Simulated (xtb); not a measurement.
Geometry relaxation, with input and output: C3H2O2 (part 1 of 2)

The run: geometry relaxation of C3H2O2, SMILES C#CC(=O)O. Method and program: GFN2-xTB (xtb 6.7.1).

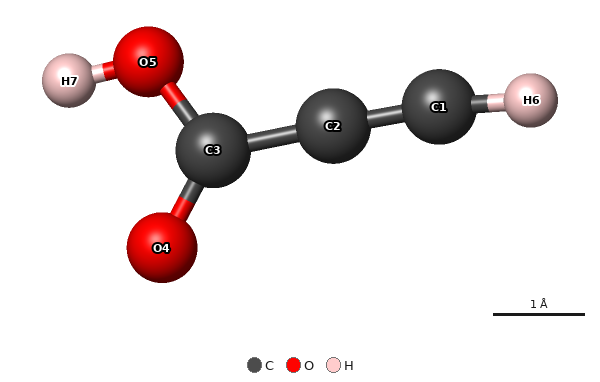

The input geometry (ball-and-stick view, seen at an oblique angle; atoms are numbered from 1 in the order of the input). Bond lengths as drawn: C–C 1.21 to 1.36 Å, C–H 1.07 Å, C–O 1.22 to 1.30 Å and H–O 0.91 Å.

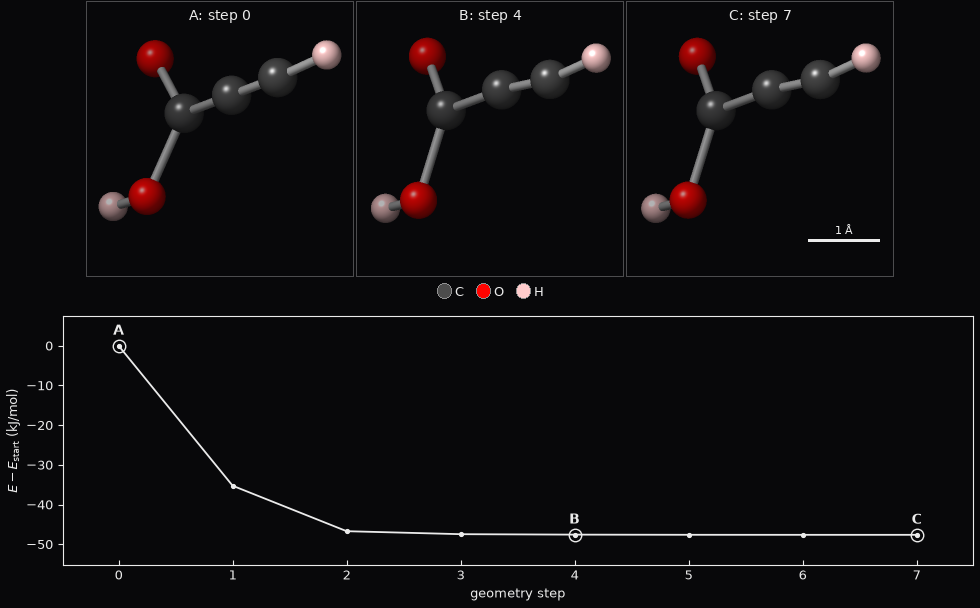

Frames of the relaxation (ball-and-stick view, seen at a tilt) above the curves, on which the letters mark them (steps are counted from 0).

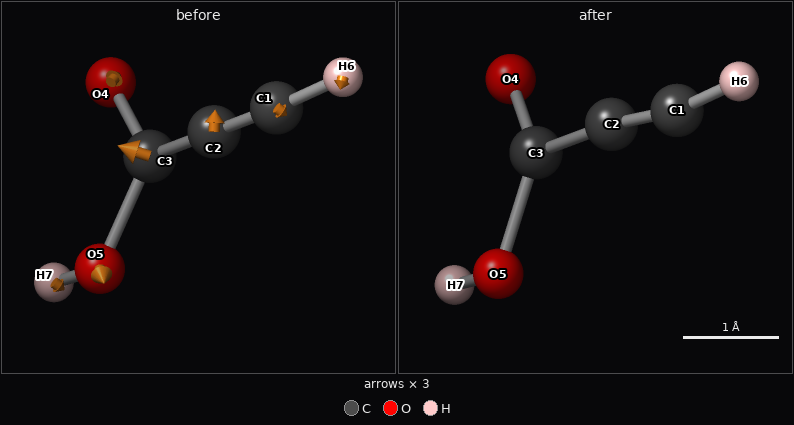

Before (left) and after (right) the relaxation, at one scale (ball-and-stick view, seen at a tilt). The orange arrows give the displacements, magnified 3 times. After 7 geometry steps the energy has fallen by 47.6 kJ/mol. The largest move after the best rigid fit is that of C3, 0.12 Å. By element the largest moves are C 0.12 Å, O 0.09 Å, H 0.05 Å. Among the contacts that change: C2–C3 1.364 → 1.435 Å, O5–H7 0.910 → 0.966 Å, C3–O5 1.299 → 1.335 Å, C1–H6 1.069 → 1.051 Å. Among the angles that change: O4–C3–O5 113.8° → 122.9°, C3–O5–H7 114.3° → 105.4°, C2–C3–O4 129.2° → 125.4°. (Atoms are counted from 1 in the order of the input.)

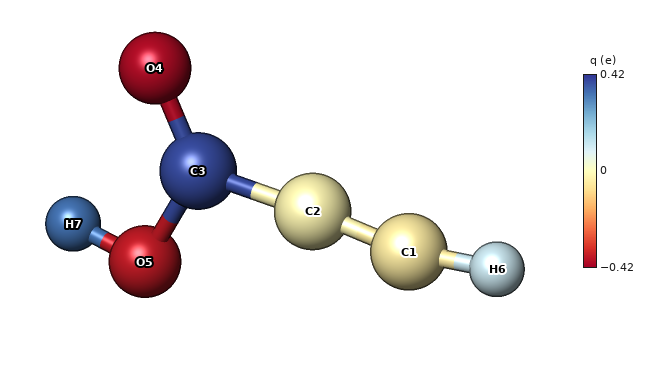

Mulliken charges, as the colour of each atom (ball-and-stick view, seen at a tilt; atoms are numbered from 1 in the order of the input). By element: C −0.05 to +0.39, O −0.40 to −0.37 and H +0.11 to +0.34 e.

These pictures come from the run below.

**The input (geo.gen)**
```
7 C
 C O H
   1  1     -0.54353500      0.31259900      1.79263800
   2  1     -0.25919200      0.04138500      0.65082700
   3  1     -0.02115800     -0.25905200     -0.65779900
   4  2     -0.35839600     -1.23777600     -1.29417600
   5  2      0.92327000      0.43183800     -1.22162600
   6  3     -0.98447000      0.51761600      2.74477000
   7  3      1.09985300      0.19201500     -2.08176000
```

**File xcontrol**
```
$opt
   engine=lbfgs
$fix
   atoms: 1,7
$end
```

Launched with:
```bash
xtb geo.gen -o --dipole --cma --input xcontrol | tee geo.out
```

**Log**
```
* xtb version 6.7.1
   ID    Z sym.   atoms
    1    6 C      1-3
    2    8 O      4, 5
    3    1 H      6, 7

           -------------------------------------------------
          |                Calculation Setup                |
           -------------------------------------------------

          program call               : xtb geo.gen -o --dipole --cma --input xcontrol
          coordinate file            : geo.gen
          omp threads                :                     1

           -------------------------------------------------
          |                 G F N 2 - x T B                 |
           -------------------------------------------------

      * Hamiltonian:
        H0-scaling (s, p, d)           1.850000    2.230000    2.230000
        zeta-weighting                 0.500000
      * Dispersion:
        s8                             2.700000
        a1                             0.520000
        a2                             5.000000
        s9                             5.000000
      * Repulsion:
        kExp                           1.500000    1.000000
        rExp                           1.000000
      * Coulomb:
        alpha                          2.000000
        third order                    shell-resolved
        anisotropic                    true
        a3                             3.000000
        a5                             4.000000
        cn-shift                       1.200000
        cn-exp                         4.000000
        max-rad                        5.000000

          ...................................................
          :                      SETUP                      :
          :.................................................:
          :  # basis functions                  22          :
          :  # atomic orbitals                  22          :
          :  # shells                           12          :
          :  # electrons                        26          :
          :  max. iterations                   250          :
          :  Hamiltonian                  GFN2-xTB          :
          :  restarted?                      false          :
          :  GBSA solvation                  false          :
          :  PC potential                    false          :
          :  electronic temp.          300.0000000     K    :
          :  accuracy                    1.0000000          :
          :  -> integral cutoff          0.2500000E+02      :
          :  -> integral neglect         0.1000000E-07      :
          :  -> SCF convergence          0.1000000E-05 Eh   :
          :  -> wf. convergence          0.1000000E-03 e    :
          :  Broyden damping             0.4000000          :
          :  net charge                          0          :
          :  unpaired electrons                  0          :
          ...................................................

 iter      E             dE          RMSdq      gap      omega  full diag
   1    -15.6916342 -0.156916E+02  0.909E+00    4.60       0.0  T
   2    -15.7162919 -0.246578E-01  0.511E+00    3.63       1.0  T
   3    -15.6944579  0.218340E-01  0.264E+00    4.19       1.0  T
   4    -15.7084504 -0.139925E-01  0.127E+00    3.82       1.0  T
   5    -15.7210224 -0.125720E-01  0.183E-01    3.85       1.0  T
   6    -15.7211094 -0.869898E-04  0.682E-02    3.88       1.0  T
   7    -15.7211181 -0.869737E-05  0.135E-02    3.86       2.8  T
   8    -15.7211181 -0.823094E-07  0.794E-03    3.87       4.8  T
   9    -15.7211183 -0.142941E-06  0.238E-03    3.87      15.9  T
  10    -15.7211183 -0.259498E-07  0.564E-04    3.87      67.0  T
  11    -15.7211183 -0.295731E-09  0.270E-04    3.87     139.8  T

   *** convergence criteria satisfied after 11 iterations ***

         #    Occupation            Energy/Eh            Energy/eV
      -------------------------------------------------------------
         1        2.0000           -0.7624669             -20.7478
       ...           ...                  ...                  ...
         7        2.0000           -0.5866074             -15.9624
         8        2.0000           -0.5434869             -14.7890
         9        2.0000           -0.5044801             -13.7276
        10        2.0000           -0.4829710             -13.1423
        11        2.0000           -0.4623002             -12.5798
        12        2.0000           -0.4608272             -12.5397
        13        2.0000           -0.4294073             -11.6848 (HOMO)
        14                         -0.2873149              -7.8182 (LUMO)
        15                         -0.2118458              -5.7646
        16                         -0.1265268              -3.4430
        17                          0.0514624               1.4004
        18                          0.1983263               5.3967
       ...                                ...                  ...
        22                          1.3859701              37.7142
      -------------------------------------------------------------
                  HL-Gap            0.1420924 Eh            3.8665 eV
             Fermi-level           -0.3583611 Eh           -9.7515 eV

 SCC (total)                   0 d,  0 h,  0 min,  0.005 sec
 SCC setup                      ...        0 min,  0.000 sec (  2.134%)
 Dispersion                     ...        0 min,  0.000 sec (  1.293%)
 classical contributions        ...        0 min,  0.000 sec (  0.408%)
 integral evaluation            ...        0 min,  0.001 sec ( 12.358%)
 iterations                     ...        0 min,  0.003 sec ( 53.296%)
 molecular gradient             ...        0 min,  0.001 sec ( 27.428%)
 printout                       ...        0 min,  0.000 sec (  2.720%)

         :::::::::::::::::::::::::::::::::::::::::::::::::::::
         ::                     SUMMARY                     ::
         :::::::::::::::::::::::::::::::::::::::::::::::::::::
         :: total energy             -15.475795865805 Eh    ::
         :: gradient norm              0.162375189890 Eh/a0 ::
         :: HOMO-LUMO gap              3.866529652032 eV    ::
         ::.................................................::
         :: SCC energy               -15.721118618540 Eh    ::
         :: -> isotropic ES            0.051158044115 Eh    ::
         :: -> anisotropic ES          0.000082477753 Eh    ::
         :: -> anisotropic XC          0.004480295557 Eh    ::
         :: -> dispersion             -0.003093673428 Eh    ::
         :: repulsion energy           0.245322752735 Eh    ::
         :: add. restraining           0.000000000000 Eh    ::
         :: total charge               0.000000000000 e     ::
         :::::::::::::::::::::::::::::::::::::::::::::::::::::

      -----------------------------------------------------------
     |                       L-ANC optimizer                     |
      -----------------------------------------------------------
          low memory version by Sebastian Ehlert

          ...................................................
          :                      SETUP                      :
          :.................................................:
          :   energy convergence        0.5000000E-05 Eh    :
          :   grad. convergence         0.1000000E-02 Eh/a0 :
          :   optimization log               true           :
          :   writing optlog all                1     steps :
          :   Hessian reset                    20     steps :
          :   maximium step len.        1.0000000     a0    :
          :   LBFGS images                     20           :
          ...................................................
 * calculating model hessian...
Using Lindh-Hessian (1995)
 Shifting diagonal of input Hessian by    1.0000537438268111E-002
 Lowest  eigenvalues of input Hessian
    0.010000    0.000000    0.000000    0.000000    0.000000    0.000000
    0.000000    0.010001    0.010001    0.019002    0.046494    0.078714
    0.107784    0.207321    0.429762    0.463500    0.655154    0.937986
 Highest eigenvalues
    0.463500    0.655154    0.937986    1.404746    2.211234    2.543310

........................................................................
.............................. CYCLE    1 ..............................
........................................................................

 iter      E             dE          RMSdq      gap      omega  full diag
   1    -15.7293906 -0.157294E+02  0.782E-01    4.01       0.0  T
   2    -15.7295815 -0.190885E-03  0.474E-01    4.10       1.0  T
   3    -15.7295453  0.361934E-04  0.186E-01    4.04       1.0  T
   4    -15.7296275 -0.822195E-04  0.182E-02    4.07       2.1  T
   5    -15.7296273  0.187493E-06  0.884E-03    4.07       4.3  T
   6    -15.7296274 -0.636942E-07  0.641E-03    4.07       5.9  T
   7    -15.7296276 -0.224797E-06  0.831E-04    4.07      45.5  T
   8    -15.7296276 -0.348310E-09  0.393E-04    4.07      96.1  T
     SCC iter.                  ...        0 min,  0.002 sec
     gradient                   ...        0 min,  0.001 sec
 * total energy  :   -15.4892240 Eh     change       -0.1342814E-01 Eh
   gradient norm :     0.0818392 Eh/a0  converged?    E=F G=F D=F
   step length   :     0.3482815 a0

........................................................................
.............................. CYCLE    2 ..............................
........................................................................

 iter      E             dE          RMSdq      gap      omega  full diag
   1    -15.7242161 -0.157242E+02  0.428E-01    4.21       0.0  T
   2    -15.7243910 -0.174901E-03  0.269E-01    4.30       1.0  T
   3    -15.7243243  0.666329E-04  0.181E-01    4.27       1.0  T
   4    -15.7243626 -0.382574E-04  0.102E-01    4.29       1.0  T
   5    -15.7244338 -0.712064E-04  0.133E-02    4.29       2.9  T
   6    -15.7244345 -0.653903E-06  0.567E-03    4.29       6.7  T
   7    -15.7244345 -0.112746E-07  0.175E-03    4.29      21.5  T
   8    -15.7244345 -0.165862E-08  0.402E-04    4.29      94.0  T
   9    -15.7244345 -0.127377E-09  0.573E-05    4.29     660.0  T
     SCC iter.                  ...        0 min,  0.002 sec
     gradient                   ...        0 min,  0.002 sec
 * total energy  :   -15.4935853 Eh     change       -0.4361276E-02 Eh
   gradient norm :     0.0193447 Eh/a0  converged?    E=F G=F D=F
   step length   :     0.1703939 a0

........................................................................
.............................. CYCLE    3 ..............................
........................................................................

 iter      E             dE          RMSdq      gap      omega  full diag
   1    -15.7204146 -0.157204E+02  0.126E-01    4.32       0.0  T
   2    -15.7204282 -0.136291E-04  0.784E-02    4.34       1.0  T
   3    -15.7204231  0.511616E-05  0.462E-02    4.34       1.0  T
   4    -15.7204242 -0.105708E-05  0.297E-02    4.34       1.3  T
   5    -15.7204304 -0.619249E-05  0.366E-03    4.34      10.3  T
   6    -15.7204304 -0.488364E-07  0.161E-03    4.34      23.4  T
   7    -15.7204304 -0.192506E-08  0.591E-04    4.34      63.9  T
   8    -15.7204304 -0.154147E-09  0.136E-04    4.34     277.6  T
     SCC iter.                  ...        0 min,  0.001 sec
     gradient                   ...        0 min,  0.001 sec
 * total energy  :   -15.4938714 Eh     change       -0.2861422E-03 Eh
   gradient norm :     0.0072946 Eh/a0  converged?    E=F G=F D=F
   step length   :     0.0676387 a0

........................................................................
.............................. CYCLE    4 ..............................
........................................................................
```
